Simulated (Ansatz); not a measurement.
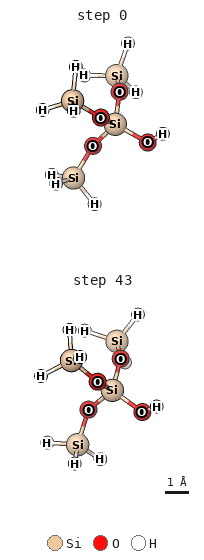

The structure of Si4H10O4 before (top) and after (bottom) a relaxation, at one scale.

A ball-and-stick model, seen from a free direction.

It is one of the separated products of a reaction.

These are results of Ansatz 0.2.0, RKS PBE0-D4/def2-TZVP, not measurements.

The input:
```yaml
crystal:
  periodic: [false, false, false]
  atoms:
    - {symbol: Si, position_ang: [-0.139026, -1.775125, 1.932652]}
    - {symbol: O, position_ang: [-0.072415, -1.099502, 0.442232]}
    - {symbol: Si, position_ang: [0.503245, 0.078008, -0.496913]}
    - {symbol: O, position_ang: [2.112327, -0.131644, -0.594523]}
    - {symbol: O, position_ang: [0.186866, 1.539659, 0.119999]}
    - {symbol: Si, position_ang: [-1.011931, 2.590042, 0.497284]}
    - {symbol: O, position_ang: [-0.208151, -0.024337, -1.947123]}
    - {symbol: Si, position_ang: [-1.002842, -1.064406, -2.934450]}
    - {symbol: H, position_ang: [-0.354737, -0.723752, 2.959880]}
    - {symbol: H, position_ang: [-1.278634, -2.723996, 1.946358]}
    - {symbol: H, position_ang: [1.121180, -2.501636, 2.223438]}
    - {symbol: H, position_ang: [2.625426, 0.541206, -1.042980]}
    - {symbol: H, position_ang: [-2.058679, 1.904885, 1.299585]}
    - {symbol: H, position_ang: [-0.418859, 3.694532, 1.288710]}
    - {symbol: H, position_ang: [-1.623943, 3.135045, -0.741393]}
    - {symbol: H, position_ang: [-0.189498, -2.285740, -3.165732]}
    - {symbol: H, position_ang: [-1.236915, -0.370205, -4.223728]}
    - {symbol: H, position_ang: [-2.304307, -1.449064, -2.331106]}
basis:
  gaussian: {orbitals: def2-TZVP}
hamiltonian: {xc: pbe0, dispersion: d4}
relax: {f_tol: 0.005, max_steps: 200}
```

Command:
```bash
ansatz run in.yaml --threads 4 --pin off --events-out ev --progress --plain --max-ram 46080MiB --backend cuda --devices 0, --max-vram 37GiB
```

What changed between the two?

Answer. After 43 geometry steps the energy has fallen by 0.50 kJ/mol. Largest force component: 0.084 eV/Å at the start, 0.0034 eV/Å at the end. The forces were under the threshold at step 6, but the run went on from there. H9 moves most after the best rigid fit: 1.06 Å. Largest moves by element: H 1.06 Å, O 0.34 Å, Si 0.28 Å. Bond angles that change, for instance: Si1–O2–Si3 147.8° → 142.8°. Groups turn about O2–Si3 by about 40°, O5–Si6 by about 30°. The run took about 50 s of wall time on a shared GPU.
